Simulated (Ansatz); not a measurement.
Energy landscape of Na(MoSe)3

4 relaxations of Na(MoSe)3 ended in 4 distinct structures. Computed with r2SCAN (plane waves to 500 eV, PAW, scalar-relativistic; Ansatz, a quantum-chemistry and plane-wave program).

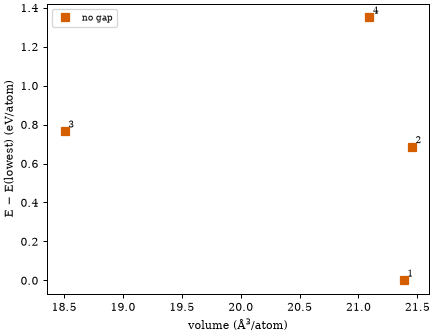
Energy against volume of the distinct structures, numbered as in the table

```csv
#,space group,Pearson,type,E − E(lowest) (eV/atom),V (Å³/atom),runs ending here
1,P6₃/m,hP14,–,0.00,21.38,1
2,P4mm,tP7,–,0.69,21.45,1
3,R3,hR7,–,0.77,18.50,1
4,P6mm,hP7,–,1.35,21.09,1
```

All are gapless at this level. P6₃/m, hP14 is the lowest of the structures calculated here.

```cif
data_Mo6Na2Se6
_chemical_formula_sum 'Na2 Mo6 Se6'
_space_group_name_H-M_alt 'P63/m'
_space_group_IT_number 176
_space_group_name_Hall '-P 6c'
_cell_length_a 8.78357
_cell_length_b 8.78357
_cell_length_c 4.48054
_cell_angle_alpha 90.000
_cell_angle_beta 90.000
_cell_angle_gamma 120.000
loop_
_atom_site_label
_atom_site_type_symbol
_atom_site_symmetry_multiplicity
_atom_site_Wyckoff_symbol
_atom_site_fract_x
_atom_site_fract_y
_atom_site_fract_z
_atom_site_occupancy
Na1 Na 2 c 0.33333 0.66667 0.25000 1
Mo1 Mo 6 h 0.14608 0.19125 0.25000 1
Se1 Se 6 h 0.38195 0.08967 0.25000 1
```

Each run could gain symmetry but not lose that of its start, so entries can be saddle points. From databases, or of a type measured for this composition: P6₃/m, hP14; the others are generated cells (placed on structure types, drawn at random, substituted or restacked) that were not matched to a known phase here. Energies are at zero temperature and pressure, without zero-point motion. The runs use different k-meshes, so differences are rounded accordingly. No spin polarisation in the result.
